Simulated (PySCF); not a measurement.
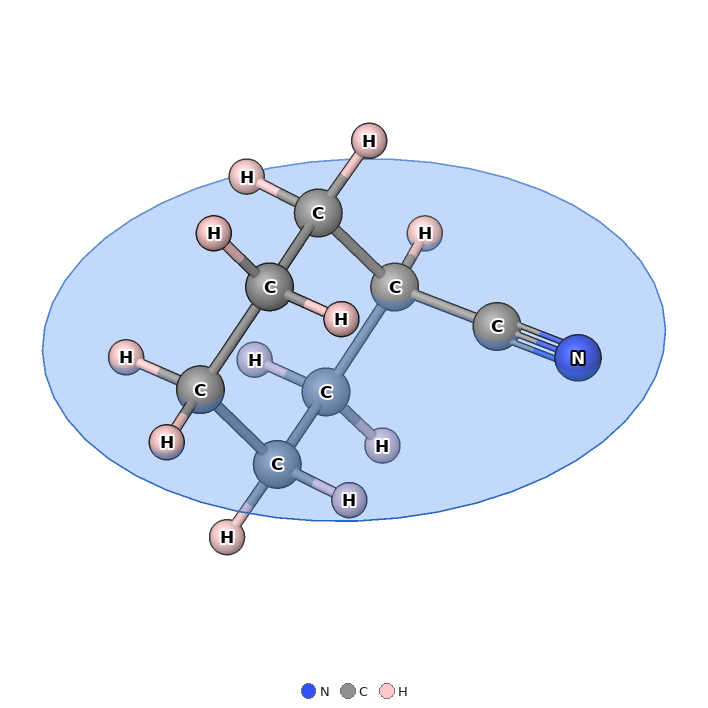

All proper rotation axes (lines) and mirror planes (discs) of the structure are drawn in. Distant atoms are faded towards the background colour. The computed structure is the end point of a GFN2-xTB optimisation. No frequency run is at hand to confirm it as a minimum.

Name the symmetry elements and the point group.

Answer. It has 1 mirror plane. Point group Cs. The group has 2 operations. The geometry is achiral, and symmetry allows a dipole moment.
